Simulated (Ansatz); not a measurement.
Si₁₀H₄F: molecular dynamics (part 5 of 5)

Continued. System: Si₁₀H₄F (slab, 30 atoms in the cell). Method: DFT LDA, scalar-relativistic, plane waves, PAW, PAW set soft_1, no spin polarisation (Ansatz 0.2.0); cutoff 420 eV, 1×1×1 k-mesh, Fermi–Dirac smearing of 0.02 eV. The input holds or restrains some coordinates. It belongs to a series of runs on one base structure; here: dynamics from the start.

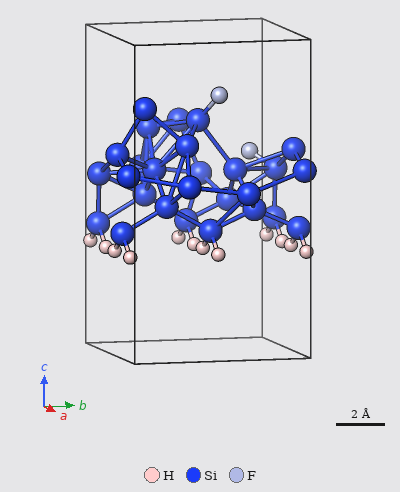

Figure 1. The geometry at step 310 of the log (ball-and-stick view of the cell of the calculation, with the vacuum cut short, seen slightly off an axis).

**Trajectory as extended XYZ, continued**
```
30
Lattice="7.6792 0.0000 0.0000 0.0000 7.6792 0.0000 0.0000 0.0000 20.2555" Properties=species:S:1:pos:R:3:forces:R:3 step=269 time_fs=134.5 energy=-13862.25904 temperature=3832.3
H     3.1438    0.0000    1.0000   -0.3789   0.2182  -0.1631
H     0.6958    0.0000    1.0000    0.3575  -0.0347   0.0540
H     6.9834    0.0000    1.0000   -0.4337   0.1015  -0.0857
H     4.5354    0.0000    1.0000    0.2796   0.1266  -0.0480
H     3.1438    3.8396    1.0000    0.1063  -0.3607  -0.4713
H     0.6958    3.8396    1.0000    0.1569   0.0930  -0.0817
H     6.9834    3.8396    1.0000   -0.4072  -0.3021  -0.1663
H     4.5354    3.8396    1.0000   -0.0841  -0.2198  -0.4514
Si    1.9198    0.0000    1.8655   -1.0059   0.9952  -4.6502
Si    5.7594    0.0000    1.8655    0.6813   1.2474  -1.9744
Si    1.9198    3.8396    1.8655    0.3410   3.2551  -3.9714
Si    5.7594    3.8396    1.8655    0.0724  -3.0099  -2.1032
Si    1.9438    2.1353    2.8516    0.4010  -3.4326   3.2421
Si    5.6328    1.8531    2.9760    0.5239   1.4419   0.4080
Si    1.9995    5.7333    2.8710   -0.7064  -0.5681   1.1681
Si    5.6483    5.7435    2.6539   -0.0533  -0.0928   2.8604
Si   -0.0995    2.4498    4.1249    1.6445  -1.4744  -0.7015
Si    3.9812    1.9700    4.4172   -2.3707  -0.8250  -1.0551
Si   -0.0553    5.2534    3.7657    0.4465  -0.1666   0.7704
Si    3.8926    5.5127    4.1154    0.5250   0.7126   1.8608
Si   -0.4642   -0.1509    4.5204    0.6759   0.9209   0.1701
Si    4.7641   -0.1830    5.2220    0.1093   0.3102   0.7636
Si    0.1102    3.9239    5.9179    0.3960   0.1342  -0.3942
Si    3.8237    3.9006    6.0221    0.7421  -0.3765   1.3583
Si    2.3299    0.2051    3.8980    0.4012  -0.0826   5.1329
Si    5.8870    0.9329    7.2633   -0.4656   0.1186  -2.1693
Si    2.0953    2.3757    5.8094   -1.1536   0.0579   0.3296
Si    5.8046    2.7144    5.4476    0.1497   0.0329   3.0786
F    11.8986    3.6500    8.3204   -0.2644   0.1528  -2.6233
F     8.8455   -1.1015    5.4109   -0.6864   1.0268  -0.0863
30
Lattice="7.6792 0.0000 0.0000 0.0000 7.6792 0.0000 0.0000 0.0000 20.2555" Properties=species:S:1:pos:R:3:forces:R:3 step=283 time_fs=141.5 energy=-13862.36698 temperature=3878.7
H     3.1438    0.0000    1.0000   -0.1954   0.1787  -0.1499
H     0.6958    0.0000    1.0000    0.3527  -0.0212   0.0262
H     6.9834    0.0000    1.0000   -0.4047   0.0512  -0.1372
H     4.5354    0.0000    1.0000    0.1815   0.1487  -0.1639
H     3.1438    3.8396    1.0000    0.1622  -0.4373  -0.4749
H     0.6958    3.8396    1.0000    0.1171   0.0633  -0.1412
H     6.9834    3.8396    1.0000   -0.3891  -0.3307  -0.2248
H     4.5354    3.8396    1.0000   -0.1503  -0.0843  -0.4628
Si    1.9198    0.0000    1.8655   -1.3635   1.6967  -5.1026
Si    5.7594    0.0000    1.8655    0.7796   2.5470  -2.5020
Si    1.9198    3.8396    1.8655    0.2710   2.4707  -4.2845
Si    5.7594    3.8396    1.8655    0.2929  -1.9441  -1.8038
Si    1.9630    2.1432    2.8694    0.6186  -4.0433   3.3091
Si    5.6553    1.8647    2.9405   -0.0669   1.4657   1.1756
Si    1.9745    5.7202    2.7950   -0.1305  -0.8874   1.2727
Si    5.6334    5.8006    2.6158   -0.0080  -2.3200   3.4375
Si   -0.0837    2.4408    4.0755    1.8581  -0.8074  -0.3699
Si    3.9275    1.9673    4.3842   -1.4166  -0.5672  -1.0496
Si   -0.0376    5.1662    3.6993   -0.0414  -0.3391   0.7190
Si    3.9052    5.4619    4.1196    0.3460   1.2343   1.5493
Si   -0.4974   -0.1503    4.5026    0.0953   0.8686  -0.4256
Si    4.8560   -0.1207    5.1719   -0.4980  -0.2078   0.8628
Si    0.1630    3.9491    5.9345    0.2518  -0.4277  -0.8285
Si    3.7970    3.8773    6.1014    1.5592  -0.4301   1.6825
Si    2.3545    0.0841    3.8666    0.8165   0.4730   5.7992
Si    5.8918    0.9355    7.2507   -0.2653   0.0373  -2.2122
Si    2.0879    2.2898    5.8312   -1.0730   0.4344   0.2781
Si    5.8559    2.7409    5.4286   -0.8288  -0.2868   2.6323
F    12.1698    3.9254    8.1024   -0.9644   0.0337  -3.0097
F     8.9939   -1.0870    5.1252    0.0932   1.4312   0.5986
30
Lattice="7.6792 0.0000 0.0000 0.0000 7.6792 0.0000 0.0000 0.0000 20.2555" Properties=species:S:1:pos:R:3:forces:R:3 step=296 time_fs=148.0 energy=-13863.49750 temperature=4364.0
H     3.1438    0.0000    1.0000   -0.0501   0.1277  -0.0465
H     0.6958    0.0000    1.0000    0.3406  -0.0181   0.0057
H     6.9834    0.0000    1.0000   -0.4109  -0.0123  -0.1754
H     4.5354    0.0000    1.0000    0.1462   0.1564  -0.2409
H     3.1438    3.8396    1.0000    0.1948  -0.5404  -0.4668
H     0.6958    3.8396    1.0000    0.1416   0.0148  -0.1722
H     6.9834    3.8396    1.0000   -0.4055  -0.3510  -0.2518
H     4.5354    3.8396    1.0000   -0.1593   0.0207  -0.5035
Si    1.9198    0.0000    1.8655   -1.3452   1.9766  -3.7886
Si    5.7594    0.0000    1.8655    0.7994   3.0275  -2.5151
Si    1.9198    3.8396    1.8655    0.2461  -0.0486  -3.6250
Si    5.7594    3.8396    1.8655    0.3089  -1.0567  -1.8316
Si    1.9896    2.0923    2.9339    0.4559  -2.4394   1.7081
Si    5.6759    1.8970    2.9245   -0.2153   0.9265   1.5454
Si    1.9490    5.6955    2.7432    0.3609  -0.5933   1.1195
Si    5.6196    5.8210    2.6315    0.1545  -3.0488   3.4459
Si   -0.0419    2.4199    4.0240    1.2411  -0.2735   0.1020
Si    3.8559    1.9560    4.3383   -0.4759  -0.3654  -0.4887
Si   -0.0217    5.0803    3.6486   -0.5297  -0.4191   0.7288
Si    3.9222    5.4327    4.1472    0.1715   1.3215   1.3607
Si   -0.5265   -0.1368    4.4802   -0.4130   0.7269  -0.6805
Si    4.9339   -0.0655    5.1383   -1.2691  -0.4159   0.9449
Si    0.2160    3.9665    5.9378    0.1661  -0.7990  -1.0689
Si    3.7953    3.8497    6.1995    2.1939  -0.0297   1.3132
Si    2.3898   -0.0214    3.9216    1.7821   1.2081   3.7082
Si    5.8923    0.9385    7.2060   -0.1050  -0.0347  -2.0020
Si    2.0651    2.2165    5.8558   -0.7672   0.7899   0.3465
Si    5.8923    2.7612    5.4503   -0.9360  -0.6467   1.7885
F    12.4005    4.1816    7.8344   -1.6765  -0.2797  -2.6520
F     9.1325   -1.0428    4.8745    0.0551   1.0759   2.3911
30
Lattice="7.6792 0.0000 0.0000 0.0000 7.6792 0.0000 0.0000 0.0000 20.2555" Properties=species:S:1:pos:R:3:forces:R:3 step=310 time_fs=155.0 energy=-13863.08815 temperature=4188.7
H     3.1438    0.0000    1.0000   -0.0824   0.1214   0.0312
H     0.6958    0.0000    1.0000    0.3644   0.0146  -0.0336
H     6.9834    0.0000    1.0000   -0.4541  -0.0569  -0.1573
H     4.5354    0.0000    1.0000    0.2329   0.1579  -0.2356
H     3.1438    3.8396    1.0000    0.2444  -0.6091  -0.4448
H     0.6958    3.8396    1.0000    0.1982  -0.0468  -0.2118
H     6.9834    3.8396    1.0000   -0.4353  -0.3511  -0.2506
H     4.5354    3.8396    1.0000   -0.1483   0.0825  -0.5303
Si    1.9198    0.0000    1.8655   -1.0854   1.5134  -2.2988
Si    5.7594    0.0000    1.8655    0.6693   2.3282  -1.8653
Si    1.9198    3.8396    1.8655    0.2675  -2.9717  -2.8767
Si    5.7594    3.8396    1.8655    0.2392  -0.4338  -2.0444
Si    2.0242    1.9990    3.0290   -0.7159  -0.3773  -0.9428
Si    5.6950    1.9460    2.9321   -0.1017  -0.0640   1.6654
Si    1.9274    5.6608    2.7060    0.7347   0.7013   1.2085
Si    5.6076    5.7963    2.7033    0.5285  -1.7936   2.7848
Si    0.0219    2.3929    3.9704   -0.0372   0.0886   0.5428
Si    3.7724    1.9380    4.2826    1.1736  -0.0939   1.0513
Si   -0.0127    4.9812    3.6060   -0.6355  -0.3201   0.8443
Si    3.9432    5.4220    4.1988   -0.1045   0.9632   1.1626
Si   -0.5638   -0.1106    4.4454   -0.3068   0.4898  -0.6780
Si    4.9967   -0.0124    5.1176   -2.1038  -0.4070   1.0306
Si    0.2757    3.9724    5.9241    0.0695  -0.9713  -1.1523
Si    3.8280    3.8197    6.3241    1.9754   0.2886  -0.3872
Si    2.4678   -0.1046    4.0305    8.8888   7.6454  -3.4204
Si    5.8910    0.9413    7.1260    0.0172  -0.0919  -1.4018
Si    2.0285    2.1501    5.8877   -0.2773   0.9390   0.2158
Si    5.9173    2.7725    5.5021   -0.4156  -0.9717   0.7515
F    12.6101    4.4513    7.4859   -1.5444  -0.2179  -0.7952
F     9.2649   -0.9860    4.6754   -7.1553  -5.5558   8.4392
30
Lattice="7.6792 0.0000 0.0000 0.0000 7.6792 0.0000 0.0000 0.0000 20.2555" Properties=species:S:1:pos:R:3:forces:R:3 step=323 time_fs=161.5 energy=-13863.85632 temperature=4518.0
H     3.1438    0.0000    1.0000   -0.1978   0.1237   0.0551
H     0.6958    0.0000    1.0000    0.4090   0.0852  -0.0436
H     6.9834    0.0000    1.0000   -0.5006  -0.0628  -0.0852
H     4.5354    0.0000    1.0000    0.3562   0.1512  -0.1756
H     3.1438    3.8396    1.0000    0.2459  -0.6504  -0.4080
H     0.6958    3.8396    1.0000    0.2722  -0.0805  -0.2232
H     6.9834    3.8396    1.0000   -0.4790  -0.3075  -0.2135
H     4.5354    3.8396    1.0000   -0.1201   0.1188  -0.4900
Si    1.9198    0.0000    1.8655   -0.9119   0.7903  -1.7592
Si    5.7594    0.0000    1.8655    0.4640   1.2427  -0.9886
Si    1.9198    3.8396    1.8655    0.4271  -4.6261  -2.4995
Si    5.7594    3.8396    1.8655    0.2609  -0.1323  -2.2108
Si    2.0450    1.9053    3.1040   -2.4179   1.0139  -3.4245
Si    5.7110    1.9907    2.9640   -0.0578  -1.0516   1.6351
Si    1.9179    5.6393    2.6904    0.7331   2.2851   1.9736
Si    5.6044    5.7468    2.8118    0.9820   0.1939   1.8594
Si    0.0812    2.3689    3.9286   -1.1449   0.3132   0.9425
Si    3.7131    1.9210    4.2467    3.5840   1.1326   2.9038
Si   -0.0135    4.8842    3.5790   -0.3850  -0.2739   0.8211
Si    3.9606    5.4268    4.2644   -0.8395   0.6448   0.9792
Si   -0.6023   -0.0786    4.4028    0.4742   0.3374  -0.7167
Si    5.0242    0.0305    5.1136   -2.3781  -0.4970   1.0025
Si    0.3320    3.9634    5.8942   -0.2038  -1.0460  -1.1785
Si    3.8876    3.7952    6.4352    1.2405   0.0001  -1.5778
Si    2.6518   -0.0905    4.0997    4.0190   1.2906  -0.5281
Si    5.8901    0.9424    7.0309    0.1977  -0.2098  -0.3531
Si    1.9899    2.1023    5.9201    0.0345   0.8631  -0.2166
Si    5.9339    2.7689    5.5622   -0.0144  -0.8873   0.0397
F    12.7716    4.6980    7.1427   -0.7772   0.3279   0.5720
F     9.2601   -1.0249    4.6499   -3.2723  -1.0893   4.3082
30
Lattice="7.6792 0.0000 0.0000 0.0000 7.6792 0.0000 0.0000 0.0000 20.2555" Properties=species:S:1:pos:R:3:forces:R:3 step=337 time_fs=168.5 energy=-13863.86266 temperature=4521.3
H     3.1438    0.0000    1.0000   -0.2724   0.0781   0.0638
H     0.6958    0.0000    1.0000    0.4486   0.1265  -0.1007
H     6.9834    0.0000    1.0000   -0.5163  -0.0367  -0.0095
H     4.5354    0.0000    1.0000    0.4298   0.1098  -0.1222
H     3.1438    3.8396    1.0000    0.2083  -0.6678  -0.3436
H     0.6958    3.8396    1.0000    0.3872  -0.1055  -0.2071
H     6.9834    3.8396    1.0000   -0.5714  -0.2283  -0.1434
H     4.5354    3.8396    1.0000   -0.1037   0.2071  -0.4080
Si    1.9198    0.0000    1.8655   -0.8899   0.2338  -1.7266
Si    5.7594    0.0000    1.8655    0.3078   0.3401  -0.1278
Si    1.9198    3.8396    1.8655    0.5965  -4.5106  -2.0451
Si    5.7594    3.8396    1.8655    0.3203  -0.0161  -2.0153
Si    2.0312    1.8197    3.1316   -1.8530   1.3724  -3.7970
Si    5.7273    2.0223    3.0244   -0.1106  -1.5382   1.2350
Si    1.9196    5.6517    2.7058    0.6800   2.5971   2.5939
Si    5.6171    5.6965    2.9585    1.4787   1.6460   0.8687
Si    0.1267    2.3481    3.8990   -1.8874   0.4597   1.3413
Si    3.7055    1.9236    4.2534    4.0866   3.5128   3.2344
Si   -0.0205    4.7756    3.5631   -0.0510  -0.0819   0.7568
Si    3.9651    5.4424    4.3510   -1.7782   0.2860   0.8937
Si   -0.6364   -0.0390    4.3453    0.9527   0.0992  -0.7472
Si    5.0170    0.0683    5.1254   -1.4291  -0.8495   0.8092
Si    0.3892    3.9369    5.8430   -0.5187  -0.9843  -1.0492
Si    3.9736    3.7701    6.5310    1.4619   0.4166  -1.6019
Si    2.9165   -0.0507    4.1609   -1.7391  -4.1131   0.6728
Si    5.8928    0.9399    6.9240    0.6331  -0.5171   1.3546
Si    1.9490    2.0647    5.9515    0.3113   0.7268  -0.6568
Si    5.9512    2.7518    5.6278    0.0734  -0.0090  -0.4075
F    12.9242    4.9688    6.7838   -1.0127  -0.1904   0.5352
F     9.1717   -1.1014    4.7309    0.3574   1.6364   1.1498
30
Lattice="7.6792 0.0000 0.0000 0.0000 7.6792 0.0000 0.0000 0.0000 20.2555" Properties=species:S:1:pos:R:3:forces:R:3 step=350 time_fs=175.0 energy=-13863.64415 temperature=4427.3
H     3.1438    0.0000    1.0000   -0.3047  -0.0032   0.0610
H     0.6958    0.0000    1.0000    0.4985   0.0906  -0.1654
H     6.9834    0.0000    1.0000   -0.5236  -0.0120   0.0447
H     4.5354    0.0000    1.0000    0.4582   0.0506  -0.0679
H     3.1438    3.8396    1.0000    0.1278  -0.5790  -0.3111
H     0.6958    3.8396    1.0000    0.4764  -0.1023  -0.1599
H     6.9834    3.8396    1.0000   -0.6660  -0.1594  -0.1050
H     4.5354    3.8396    1.0000   -0.0669   0.2722  -0.3481
Si    1.9198    0.0000    1.8655   -0.9153  -0.1861  -2.1648
Si    5.7594    0.0000    1.8655    0.1848  -0.0788   0.4010
Si    1.9198    3.8396    1.8655    0.7064  -3.1407  -1.3271
Si    5.7594    3.8396    1.8655    0.2620  -0.1278  -1.4133
Si    1.9926    1.7606    3.1028    0.8179   1.5437  -1.8155
Si    5.7404    2.0295    3.0988   -0.3434  -1.2836   0.4476
Si    1.9311    5.7002    2.7581    0.4834   1.1067   2.5637
Si    5.6505    5.6726    3.1086    1.5038   1.8060   0.2774
Si    0.1417    2.3353    3.8915   -1.7834   0.3105   1.5380
Si    3.7562    1.9754    4.3066    1.5635   3.6782   2.1065
Si   -0.0277    4.6737    3.5597    0.3265   0.4114   0.5799
Si    3.9440    5.4607    4.4452   -1.6242  -0.5173   1.0701
Si   -0.6543   -0.0006    4.2808    0.9357  -0.1403  -0.6233
Si    4.9902    0.0907    5.1490    1.0018  -1.0992   0.9821
Si    0.4348    3.8978    5.7800   -0.6869  -0.6799  -0.5603
Si    4.0741    3.7524    6.5954    0.8107   0.5295  -1.7954
Si    3.1399   -0.0683    4.2247   -4.6336  -3.5434  -1.0823
Si    5.9050    0.9296    6.8448    1.3078  -0.9478   3.0883
Si    1.9157    2.0408    5.9710    0.6677   0.6198  -0.9236
Si    5.9684    2.7361    5.6827    0.2232   1.3161  -0.8821
F    13.0444    5.2173    6.4625   -0.9275  -0.3628   0.3605
F     9.0910   -1.1407    4.8357    0.1192   1.2282   0.2245
```
